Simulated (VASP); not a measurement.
# LiY with BLYP + D3: from relaxation to properties, part 2 of 4

Wanted: the relaxed cell of LiY and its properties. The cell is invented: it takes the structure of COD entry 1524193, DyCu (space group 221 there), with all of its atoms replaced by other elements, volume scaled by an estimate. It may not be a known or stable phase. Left out of this account: 1 further run (elastic: elastic constants of a metal on too coarse a mesh).

VASP 6.6.1, plane waves and PAW; the level of theory is named at each step.

Still holding for the runs below: The k-mesh is coarse for a metal.

So far. Step 2 (Rough relaxation of the start cell): It ends with forces that vanish by symmetry and a pressure of 0.25 GPa. The relaxed cell has a = 3.688 Å (conventional setting).

### Step 3. Full relaxation (BLYP + D3)

Level of this step: BLYP with D3; plane waves and PAW (Y_sv, Li_sv); invented cell (VASP).

Properties are meant for the cell that this level of theory prefers, so cell and atoms are relaxed first (ISIF = 3) until forces and stress are small; EDIFFG sets the threshold.

INCAR

```
SYSTEM = LiY
PREC = Accurate
ENCUT = 650
EDIFF = 1E-06
NELM = 100
ISMEAR = 0
SIGMA = 0.05
LREAL = .FALSE.
ALGO = Normal
GGA = B5
ALDAX = 1
AGGAX = 1
AGGAC = 1
ALDAC = 0
IVDW = 11
VDW_S6 = 1
VDW_S8 = 1.682
VDW_SR = 1.094
VDW_SR8 = 1
NBANDS = 13
LORBIT = 11
LWAVE = .FALSE.
LCHARG = .FALSE.
IBRION = 2
NSW = 60
ISIF = 3
EDIFFG = -0.01
```

POSCAR

```
LiY
1.0
    3.6878923485      0.0000000000      0.0000000000
    0.0000000000      3.6878923485      0.0000000000
    0.0000000000      0.0000000000      3.6878923485
Y Li
1 1
Direct
    0.5000000000      0.5000000000      0.5000000000
    0.0000000000      0.0000000000      0.0000000000
```

KPOINTS

```
Automatic mesh
0
Gamma
6 6 6
0 0 0
```

The projector-augmented-wave data sets are Y_sv and Li_sv (PBE family, release 64).

Launch:

```console
$ mpirun -np 1 vasp_std
```

The program printed:

```text
[banner, memory and clock lines left out]
running    1 mpi-ranks, on    1 nodes
 distrk:  each k-point on    1 cores,    1 groups
 distr:  one band on    1 cores,    1 groups

 POSCAR found type information on POSCAR Y Li
 POSCAR found :  2 types and       2 ions
 [... a notice as in an earlier step ...]

 LDA part: xc-table for (Slater(with rela. corr.)+VWN5), standard interpolation
 POSCAR, INCAR and KPOINTS ok, starting setup
 FFT: planning ... GRIDC
 FFT: planning ... GRID_SOFT
 FFT: planning ... GRID
 WAVECAR not read
 entering main loop
       N       E                     dE             d eps       ncg     rms          rms(c)
DAV:   1     0.465559539319E+02    0.46556E+02   -0.68685E+03   520   0.117E+03
DAV:   2    -0.354363302711E+01   -0.50100E+02   -0.48520E+02   678   0.227E+02
DAV:   3    -0.718677718216E+01   -0.36431E+01   -0.35738E+01   833   0.381E+01
DAV:   4    -0.736873186965E+01   -0.18195E+00   -0.18171E+00   656   0.838E+00
DAV:   5    -0.737460341399E+01   -0.58715E-02   -0.58711E-02   786   0.126E+00    0.216E+01
DAV:   6    -0.686413002057E+01    0.51047E+00   -0.63887E-01   560   0.432E+00    0.139E+01
DAV:   7    -0.680747366550E+01    0.56656E-01   -0.95580E-01   741   0.474E+00    0.160E+00
DAV:   8    -0.679050764972E+01    0.16966E-01   -0.23011E-01   580   0.298E+00    0.895E-01
DAV:   9    -0.678760316572E+01    0.29045E-02   -0.32942E-02   605   0.115E+00    0.498E-01
DAV:  10    -0.678669947127E+01    0.90369E-03   -0.40810E-03   641   0.426E-01    0.758E-02
DAV:  11    -0.678675561388E+01   -0.56143E-04   -0.37200E-04   771   0.135E-01    0.486E-02
DAV:  12    -0.678674579213E+01    0.98218E-05   -0.72423E-05   640   0.662E-02    0.280E-02
DAV:  13    -0.678674759641E+01   -0.18043E-05   -0.68729E-06   669   0.204E-02    0.413E-03
DAV:  14    -0.678674759572E+01    0.69122E-09   -0.44294E-07   448   0.627E-03
   1 F= -.77021909E+01 E0= -.77015091E+01  d E =-.770219E+01
 curvature:   0.00 expect dE= 0.000E+00 dE for cont linesearch  0.000E+00
 trial: gam= 0.00000 g(F)=  0.000E+00 g(S)=  0.640E-04 ort = 0.000E+00 (trialstep = 0.100E+01)
 search vector abs. value=  0.640E-04
 bond charge predicted
       N       E                     dE             d eps       ncg     rms          rms(c)
DAV:   1    -0.678822834313E+01   -0.14807E-02   -0.90255E-03   800   0.616E-01    0.164E-01
DAV:   2    -0.678772802381E+01    0.50032E-03   -0.97586E-04   777   0.206E-01    0.660E-02
DAV:   3    -0.678766464115E+01    0.63383E-04   -0.52212E-04   810   0.110E-01    0.427E-02
DAV:   4    -0.678768888162E+01   -0.24240E-04   -0.23022E-05   679   0.349E-02    0.102E-02
DAV:   5    -0.678769579833E+01   -0.69167E-05   -0.19688E-05   812   0.176E-02    0.110E-02
DAV:   6    -0.678769897032E+01   -0.31720E-05   -0.20463E-06   688   0.107E-02    0.187E-03
DAV:   7    -0.678769918234E+01   -0.21202E-06   -0.38386E-07   414   0.346E-03
   2 F= -.77022520E+01 E0= -.77015808E+01  d E =-.611080E-04
 trial-energy change:   -0.000061  1 .order   -0.000050   -0.000064   -0.000037
 step:   1.3235(harm=  2.3333)  dis= 0.00000  next Energy=    -7.702258 (dE=-0.674E-04)
 reached required accuracy - stopping structural energy minimisation
```

Run time: 25 s. Hardware: 1 MPI rank of Intel Xeon 6975P-C (Granite Rapids), shared host; peak memory 0.2 GiB.

OUTCAR, selected parts (step 3):

```text
  LATTYP: Found a simple cubic cell.
 ALAT       =     3.6878923485

The static configuration has the point symmetry O_h .

 Found     20 irreducible k-points:

   k-points           NKPTS =     20   k-points in BZ     NKDIM =     20   number of bands    NBANDS=     13

   dimension x,y,z NGX =    32 NGY =   32 NGZ =   32
   dimension x,y,z NGXF=    64 NGYF=   64 NGZF=   64

   ENCUT  =  650.0 eV  47.77 Ry    6.91 a.u.   7.67  7.67  7.67*2*pi/ulx,y,z

   NELECT =      14.0000    total number of electrons

 Edisp (eV)   -0.91544

 E-fermi :   2.7193

 k-point     1 :       0.0000    0.0000    0.0000
  band No.  band energies     occupation
    ...
      4     -20.1930      2.00000
      5     -20.1930      2.00000
      6      -1.4988      2.00000
      7       2.6386      1.97749
      8       2.6386      1.97749
      9       6.3992      0.00000
     10       6.3992      0.00000
     11       6.3992      0.00000
     12       8.1640      0.00000
     13       8.1640      0.00000

 k-point     2 :       0.1667    0.0000    0.0000
  band No.  band energies     occupation
    ...
      3     -20.2504      2.00000
      4     -20.1879      2.00000
      5     -20.1879      2.00000
      6      -1.1650      2.00000
      7       2.7009      1.39637
      8       2.7691      0.15828
      9       5.6201      0.00000
     10       5.6201      0.00000
     11       6.4463      0.00000
     12       7.6225      0.00000
    ...

 Edisp (eV)   -0.91455

  Total       0.01700     0.01700     0.01700     0.00000     0.00000    -0.00000
  in kB       0.54183     0.54183     0.54183     0.00000     0.00000    -0.00000
  external pressure =        0.54 kB  Pullay stress =        0.00 kB

  energy-cutoff  :      650.00
  volume of cell :       50.27
      direct lattice vectors                 reciprocal lattice vectors
     3.690538696  0.000000000 -0.000000000     0.270963153  0.000000000 -0.000000000
    -0.000000000  3.690538696 -0.000000000    -0.000000000  0.270963153 -0.000000000
     0.000000000  0.000000000  3.690538696     0.000000000  0.000000000  0.270963153

 POSITION                                       TOTAL-FORCE (eV/Angst)
 -----------------------------------------------------------------------------------
      1.84527      1.84527      1.84527         0.000000      0.000000      0.000000
      0.00000      0.00000      0.00000        -0.000000     -0.000000      0.000000
 -----------------------------------------------------------------------------------
    total drift:                                0.000000     -0.000000     -0.000000

  FREE ENERGIE OF THE ION-ELECTRON SYSTEM (eV)
  ---------------------------------------------------
  free  energy   TOTEN  =        -7.7022520276 eV

  energy  without entropy=       -7.7009095772  energy(sigma->0) =       -7.70158080

 total charge
# of ion       s       p       d       f       tot
--------------------------------------------------
    1        2.282   6.205   0.885   0.005   9.376
    2        2.053   0.065   0.000   0.000   2.118
--------------------------------------------------
tot          4.335   6.270   0.885   0.005  11.494

[... 2 parts as in an earlier step ...]

[... 7 further parts left out ...]
```

CONTCAR:

```
LiY
   1.00000000000000
     3.6905386958403921    0.0000000000000000   -0.0000000000000000
    -0.0000000000000000    3.6905386958403921   -0.0000000000000000
     0.0000000000000000    0.0000000000000000    3.6905386958403921
  Y               Li
     1     1
Direct
     0.5000000000000000    0.5000000000000000    0.5000000000000000
     0.0000000000000000    0.0000000000000000    0.0000000000000000
```

Little changed from the start: no atom moved by 0.005 Å and no cell edge by 0.1 %.

This step gave:

| Quantity | Value |
| --- | --- |
| irreducible k-points | 20 |
| free energy (TOTEN) | -7.702 eV |
| energy at zero smearing | -7.702 eV |
| Fermi energy | 2.719 eV |
| pressure | 0.05418 GPa |
| SCF cycles over all ionic steps | 21 |

It ends with forces that vanish by symmetry and a pressure of 0.05 GPa.

### Step 4. Density, ELF and potential (BLYP + D3)

The relaxed cell gets a fresh self-consistent run, on a basis set for its own volume, to fix the density and to check the remaining stress.

Edit INCAR of step 3 so:

```diff
@@ -22,6 +22,5 @@
 LWAVE = .FALSE.
-LCHARG = .FALSE.
-IBRION = 2
-NSW = 60
-ISIF = 3
-EDIFFG = -0.01
+LCHARG = .TRUE.
+ISIF = 2
+LELF = .TRUE.
+LVHAR = .TRUE.
```

POSCAR

```
LiY
1.0
    3.6905386958      0.0000000000      0.0000000000
    0.0000000000      3.6905386958      0.0000000000
    0.0000000000      0.0000000000      3.6905386958
Y Li
1 1
Direct
    0.5000000000      0.5000000000      0.5000000000
    0.0000000000      0.0000000000      0.0000000000
```

KPOINTS is that of step 3.

Launch:

```console
$ mpirun -np 1 vasp_std
```

The program printed:

```text
[... set-up lines as in an earlier step ...]
 entering main loop
       N       E                     dE             d eps       ncg     rms          rms(c)
DAV:   1     0.509032382875E+02    0.50903E+02   -0.68469E+03   520   0.117E+03
DAV:   2    -0.301499452406E+01   -0.53918E+02   -0.52024E+02   649   0.220E+02
DAV:   3    -0.722308028765E+01   -0.42081E+01   -0.41276E+01   878   0.416E+01
DAV:   4    -0.737120647670E+01   -0.14813E+00   -0.14806E+00   675   0.774E+00
DAV:   5    -0.737684336375E+01   -0.56369E-02   -0.56365E-02   774   0.120E+00    0.215E+01
DAV:   6    -0.686581540315E+01    0.51103E+00   -0.64377E-01   583   0.432E+00    0.139E+01
DAV:   7    -0.680845837684E+01    0.57357E-01   -0.94241E-01   723   0.472E+00    0.158E+00
DAV:   8    -0.679134067037E+01    0.17118E-01   -0.22543E-01   570   0.297E+00    0.907E-01
DAV:   9    -0.678887593693E+01    0.24647E-02   -0.33925E-02   595   0.117E+00    0.598E-01
DAV:  10    -0.678769857353E+01    0.11774E-02   -0.45528E-03   633   0.439E-01    0.746E-02
DAV:  11    -0.678775701766E+01   -0.58444E-04   -0.39326E-04   766   0.139E-01    0.491E-02
DAV:  12    -0.678774776085E+01    0.92568E-05   -0.73053E-05   650   0.659E-02    0.252E-02
DAV:  13    -0.678774948690E+01   -0.17261E-05   -0.64834E-06   684   0.197E-02    0.577E-03
DAV:  14    -0.678774947027E+01    0.16627E-07   -0.66462E-07   462   0.788E-03
   1 F= -.77023023E+01 E0= -.77016313E+01  d E =-.134201E-02
```

The job ended after 16 s (1 MPI rank; peak memory 0.2 GiB).

Parts of OUTCAR (step 4):

```text
  LATTYP: Found a simple cubic cell.
 ALAT       =     3.6905386958

The static configuration has the point symmetry O_h .

 Found     20 irreducible k-points:

   NELECT =      14.0000    total number of electrons

 E-fermi :   2.7193

 k-point     1 :       0.0000    0.0000    0.0000
  band No.  band energies     occupation
    ...
      4     -20.1927      2.00000
      5     -20.1927      2.00000
      6      -1.4988      2.00000
      7       2.6386      1.97747
      8       2.6386      1.97747
      9       6.3993      0.00000
     10       6.3993      0.00000
     11       6.3993      0.00000
     12       8.1639      0.00000
     13       8.1639      0.00000

 k-point     2 :       0.1667    0.0000    0.0000
  band No.  band energies     occupation
    ...
      3     -20.2501      2.00000
      4     -20.1877      2.00000
      5     -20.1877      2.00000
      6      -1.1651      2.00000
      7       2.7009      1.39625
      8       2.7692      0.15817
      9       5.6202      0.00000
     10       5.6202      0.00000
     11       6.4465      0.00000
     12       7.6225      0.00000
    ...

 Edisp (eV)   -0.91455

  Total       0.01232     0.01232     0.01232     0.00000    -0.00000     0.00000
  in kB       0.39266     0.39266     0.39266     0.00000    -0.00000     0.00000
  external pressure =        0.39 kB  Pullay stress =        0.00 kB

  energy-cutoff  :      650.00
  volume of cell :       50.27
      direct lattice vectors                 reciprocal lattice vectors
     3.690538696  0.000000000  0.000000000     0.270963153  0.000000000  0.000000000
     0.000000000  3.690538696  0.000000000     0.000000000  0.270963153  0.000000000
     0.000000000  0.000000000  3.690538696     0.000000000  0.000000000  0.270963153

 POSITION                                       TOTAL-FORCE (eV/Angst)
 -----------------------------------------------------------------------------------
      1.84527      1.84527      1.84527         0.000000      0.000000      0.000000
      0.00000      0.00000      0.00000         0.000000      0.000000      0.000000
 -----------------------------------------------------------------------------------
    total drift:                                0.000000     -0.000000     -0.000000

  FREE ENERGIE OF THE ION-ELECTRON SYSTEM (eV)
  ---------------------------------------------------
  free  energy   TOTEN  =        -7.7023023155 eV

  energy  without entropy=       -7.7009603052  energy(sigma->0) =       -7.70163131

[... 6 parts as in an earlier step ...]

[... 6 further parts left out ...]
```

This step gave:

```yaml
scf_cycles: 14
pressure: 0.03927 GPa
```

Valence electrons inside each PAW sphere by angular momentum. Sphere charges, by row:

| atom | s (e) | p (e) | d (e) | f (e) | tot (e) |
| --- | --- | --- | --- | --- | --- |
| Y1 | 2.282 | 6.205 | 0.885 | 0.005 | 9.376 |
| Li2 | 2.053 | 0.065 | 0 | 0 | 2.118 |

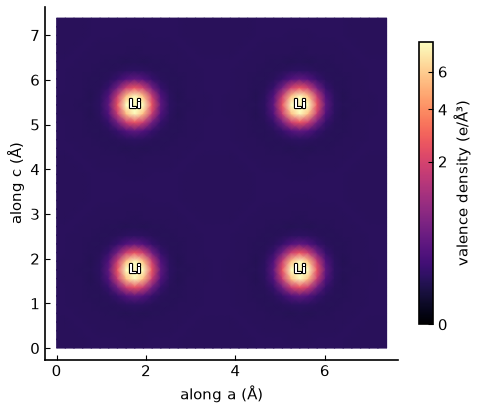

Valence density in the ac plane at fractional y = 0.000, with atoms of Li within 0.2 Å of it. It is the smooth field of the valence electrons, not physical close to the nuclei. The map starts off the cell's origin, so that atoms lie inside it. The colour scale is stretched toward low values.

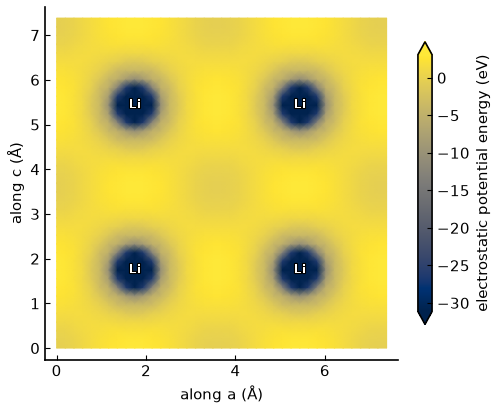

Electrostatic potential energy in the ac plane at fractional y = 0.000, with atoms of Li within 0.2 Å of it. With pseudopotentials it is smooth inside the atoms' cores, unlike the true potential. The map starts off the cell's origin, so that atoms lie inside it.

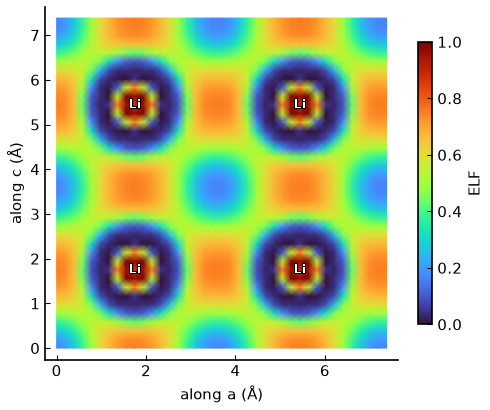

ELF in the ac plane at fractional y = 0.000, with atoms of Li within 0.2 Å of it. It is the smooth field of the valence electrons, not physical close to the nuclei. The map starts off the cell's origin, so that atoms lie inside it.

In this run the pressure is 0.04 GPa, small enough to go on.

### Step 5. Band structure (BLYP + D3)

Levels along the symmetry lines show where the bands peak and cross; KPOINTS_OPT computes them in the converged potential.

Edit INCAR of step 4 so:

```diff
@@ -19,8 +19,5 @@
 VDW_SR8 = 1
-NBANDS = 13
+NBANDS = 19
 LORBIT = 11
 LWAVE = .FALSE.
-LCHARG = .TRUE.
-ISIF = 2
-LELF = .TRUE.
-LVHAR = .TRUE.
+LCHARG = .FALSE.
```

POSCAR is that of step 4.

KPOINTS is that of step 4.

KPOINTS_OPT

```
Line mode
16
Line-mode
Reciprocal
  0.00000000   0.00000000   0.00000000 GAMMA
  0.00000000   0.50000000   0.00000000 X

  0.00000000   0.50000000   0.00000000 X
  0.50000000   0.50000000   0.00000000 M

  0.50000000   0.50000000   0.00000000 M
  0.00000000   0.00000000   0.00000000 GAMMA

  0.00000000   0.00000000   0.00000000 GAMMA
  0.50000000   0.50000000   0.50000000 R

  0.50000000   0.50000000   0.50000000 R
  0.00000000   0.50000000   0.00000000 X

  0.50000000   0.50000000   0.00000000 M
  0.50000000   0.50000000   0.50000000 R
```

Launch:

```console
$ mpirun -np 1 vasp_std
```

The program printed:

```text
[... set-up lines as in an earlier step ...]
 entering main loop
       N       E                     dE             d eps       ncg     rms          rms(c)
DAV:   1     0.562345691392E+02    0.56235E+02   -0.64404E+03   760   0.807E+02
DAV:   2    -0.332291102465E+01   -0.59557E+02   -0.56780E+02   986   0.189E+02
DAV:   3    -0.723208467818E+01   -0.39092E+01   -0.38146E+01  1166   0.303E+01
DAV:   4    -0.737504586506E+01   -0.14296E+00   -0.14270E+00   949   0.544E+00
DAV:   5    -0.737683961609E+01   -0.17938E-02   -0.17936E-02  1002   0.531E-01    0.215E+01
DAV:   6    -0.686845363874E+01    0.50839E+00   -0.22971E-01   877   0.296E+00    0.138E+01
DAV:   7    -0.680405435696E+01    0.64399E-01   -0.28345E-01  1011   0.309E+00    0.159E+00
DAV:   8    -0.678936669482E+01    0.14688E-01   -0.80885E-02   833   0.186E+00    0.778E-01
DAV:   9    -0.678945421600E+01   -0.87521E-04   -0.45888E-03   966   0.414E-01    0.610E-01
DAV:  10    -0.678779412643E+01    0.16601E-02   -0.38990E-03   805   0.379E-01    0.666E-01
DAV:  11    -0.678801376257E+01   -0.21964E-03   -0.77659E-04   919   0.164E-01    0.398E-01
DAV:  12    -0.678787346965E+01    0.14029E-03   -0.69434E-05   856   0.594E-02    0.314E-01
DAV:  13    -0.678777735603E+01    0.96114E-04   -0.10191E-04  1156   0.517E-02    0.176E-01
DAV:  14    -0.678776158495E+01    0.15771E-04   -0.16468E-05  1237   0.204E-02    0.119E-01
DAV:  15    -0.678774824698E+01    0.13338E-04   -0.45624E-05  1074   0.391E-02    0.750E-03
DAV:  16    -0.678774993246E+01   -0.16855E-05   -0.15539E-05   971   0.155E-02    0.101E-02
DAV:  17    -0.678774959706E+01    0.33540E-06   -0.36110E-07   490   0.407E-03
   1 F= -.77023024E+01 E0= -.77016312E+01  d E =-.134242E-02
 Start KPOINTS_OPT (optional k-point list driver)
k-point batch [1-20\96]
       N       E                     dE             ncg
DAV:   1    -0.439857886982E+04   -0.94994E+04      760
DAV:   2    -0.563557143203E+04   -0.12370E+04     1067
DAV:   3    -0.569458796210E+04   -0.59017E+02     1017
DAV:   4    -0.569952004314E+04   -0.49321E+01     1085
DAV:   5    -0.569957760268E+04   -0.57560E-01      920
DAV:   6    -0.569957866147E+04   -0.10588E-02     1054
DAV:   7    -0.569957868877E+04   -0.27299E-04      894
DAV:   8    -0.569957868985E+04   -0.10833E-05      780
DAV:   9    -0.569957868990E+04   -0.49884E-07      628
[...]
k-point batch [81-96\96]
       N       E                     dE             ncg
DAV:   1    -0.163571408218E+04   -0.13604E+05      608
DAV:   2    -0.255473776437E+04   -0.91902E+03      815
DAV:   3    -0.261930527847E+04   -0.64568E+02      963
DAV:   4    -0.262155239604E+04   -0.22471E+01      706
DAV:   5    -0.262158868882E+04   -0.36293E-01      738
DAV:   6    -0.262158949503E+04   -0.80621E-03      775
DAV:   7    -0.262158951642E+04   -0.21383E-04      784
DAV:   8    -0.262158951697E+04   -0.55253E-06      626
```

Wall time 47 s (1 MPI rank); peak memory 0.2 GiB.

OUTCAR, selected parts (step 5):

```text
   k-points           NKPTS =     20   k-points in BZ     NKDIM =     20   number of bands    NBANDS=     19

   NELECT =      14.0000    total number of electrons

 E-fermi :   2.7193

 k-point     1 :       0.0000    0.0000    0.0000
  band No.  band energies     occupation
    ...
      4     -20.1928      2.00000
      5     -20.1928      2.00000
      6      -1.4987      2.00000
      7       2.6386      1.97750
      8       2.6386      1.97750
      9       6.3993      0.00000
     10       6.3993      0.00000
     11       6.3993      0.00000
     12       8.1640      0.00000
     13       8.1640      0.00000
    ...

 Edisp (eV)   -0.91455

  Total       0.01158     0.01158     0.01158     0.00000    -0.00000     0.00000
  in kB       0.36912     0.36912     0.36912     0.00000    -0.00000     0.00000
  external pressure =        0.37 kB  Pullay stress =        0.00 kB

  FREE ENERGIE OF THE ION-ELECTRON SYSTEM (eV)
  ---------------------------------------------------
  free  energy   TOTEN  =        -7.7023024423 eV

  energy  without entropy=       -7.7009600218  energy(sigma->0) =       -7.70163123

[... 9 parts as in an earlier step ...]

[... 8 further parts left out ...]
```

Numbers from this step:

```yaml
scf_cycles: 17
bands: 19
pressure: 0.03691 GPa
```

Electronic bands along the path, in eV, zero at the Fermi level; # counts the bands kept, so #1 is VASP's band 6:

| point | #1 | #2 | #3 | #4 | #5 | #6 |
| --- | --- | --- | --- | --- | --- | --- |
| Γ | -4.22 | -0.08 | -0.08 | 3.68 | 3.68 | 3.68 |
| X | -2.46 | -0.66 | 0.51 | 1.72 | 1.72 | 3.87 |
| M | -1.19 | -0.03 | 0.80 | 0.80 | 2.38 | 2.38 |
| Γ | -4.22 | -0.08 | -0.08 | 3.68 | 3.68 | 3.68 |
| R | -0.92 | -0.92 | -0.92 | 4.71 | 4.71 | 4.71 |
| X | -2.46 | -0.66 | 0.51 | 1.72 | 1.72 | 3.87 |
| jump to M | -1.19 | -0.03 | 0.80 | 0.80 | 2.38 | 2.38 |
| R | -0.92 | -0.92 | -0.92 | 4.71 | 4.71 | 4.71 |

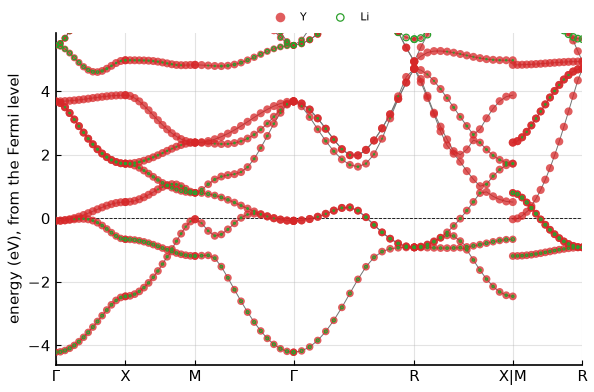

Electronic bands along the path; dots are coloured as in the legend, and their area grows with the weight.

There is no gap at this level.

Of the bands kept, 2 cross the Fermi level on this path.

(Part 2 of 4 ends here.)

[Lines on the potential files, build, host, timing and source positions are cut from VASP's logs without a mark.]

[Logs are printed without paths, hosts, clocks, repeated set-up lines and the standing remarks that a program may print on its own settings, such as how far it seeks lower states.]

[Hosts, paths, dates, database ids (printed as entryN), source tags and the programs' standing remarks are cut or masked in the printed files.]

[A measured line is paired with the nearest computed mode of its activity, which favours agreement.]

[In band tables of VASP the shares of atoms and orbitals are scaled to a sum of 1 inside the atoms' spheres.]
